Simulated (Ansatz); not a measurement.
Ligand exchange: C4H11B + C2H5CuN2 → C3H10BN + C3H6CuN

Species: C4H11B `CBC(C)C`, singlet; C2H5CuN2 `CC#[N+][Cu-][NH2]`, singlet; C3H10BN `CC(C)BN`, singlet; C3H6CuN `CC#[N+][Cu-][CH3]`, singlet. The partners trade CH3 for NH2: B–CH3 and Cu–NH2 bonds give way to B–NH2 and Cu–CH3.

Shapes, held fixed at every level: PBE0-D4/def2-TZVP. Flexible molecules stand in one conformer, not always the lowest. Programs: Ansatz 0.2.0. Electronic energies: no zero-point or thermal term.

| level | kind | ΔE (kJ/mol) |
| --- | --- | --- |
| SPW92/def2-TZVPP | LDA | -111.3 |
| PBE-D4/def2-TZVPP | GGA | -107.4 |
| B3LYP-D4/def2-TZVPP | global hybrid | -110.1 |
| BHLYP-D4/def2-TZVPP | global hybrid | -111.6 |
| PBE0-D4/def2-TZVPP | global hybrid | -109.6 |
| wB97M-V/def2-TZVPP | range-separated hybrid | -112.1 |
| wB97X-V/def2-TZVPP | range-separated hybrid | -105.9 |

wB97X-V/def2-TZVPP gives ΔE = -105.9 kJ/mol; the levels span -112.1 to -105.9. The median of the levels is -110.1. No measured value is set beside it here.

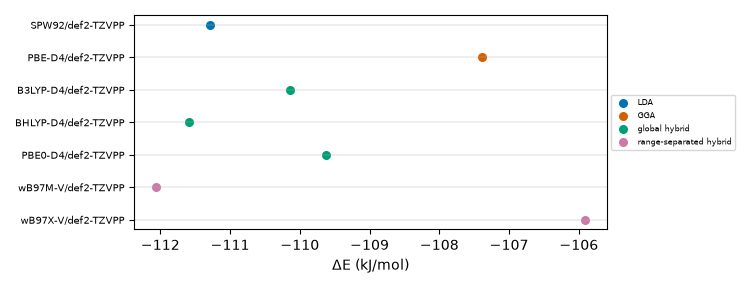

The values of the table, level by level.
